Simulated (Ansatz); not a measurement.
Pulling on the N6–H7 bond in CH5GeN (SMILES [CH3][Ge][NH2]) (multiplicity 1 held, fragments rigid). Energies count from the point at 1.010 Å.
Geometry at that point (charge 0, multiplicity 1):
```xyz
8

Ge    -0.2170    -0.0101     0.4452
C      0.7303     1.3957    -0.6510
H      0.3907     2.3968    -0.3807
H      0.5942     1.2501    -1.7247
H      1.8012     1.3407    -0.4297
N     -0.0364    -1.3548    -0.7861
H      0.4026    -1.2654    -1.6915
H     -0.3701    -2.2905    -0.6131
```

Restricted levels (R-, RO-) in cc, def2 and unpolarised 6-31G sets keep to the state of the molecule at rest. Unrestricted levels (U-) break spin symmetry where that is lower. Active spaces are followed from a long bond inwards. Levels need not reach the same state.

Correlated levels freeze the cores. Filled d and f shells under p-block atoms count as core.

Run with Ansatz (Gaussian basis) for Hartree–Fock, density functionals and correlated methods. 

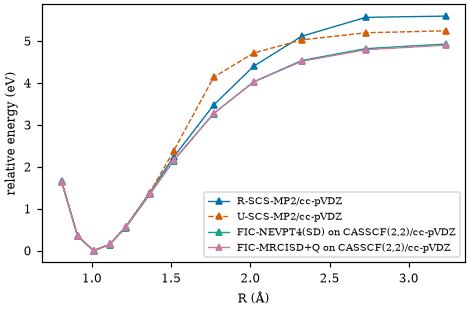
Relative energy along the coordinate

Doubts at one or more of the structures used: a restricted determinant that unrestricted orbitals would lower (R-SCS-MP2/cc-pVDZ); a spin-contaminated determinant (U-SCS-MP2/cc-pVDZ).

Ansatz is a program for electronic structure.
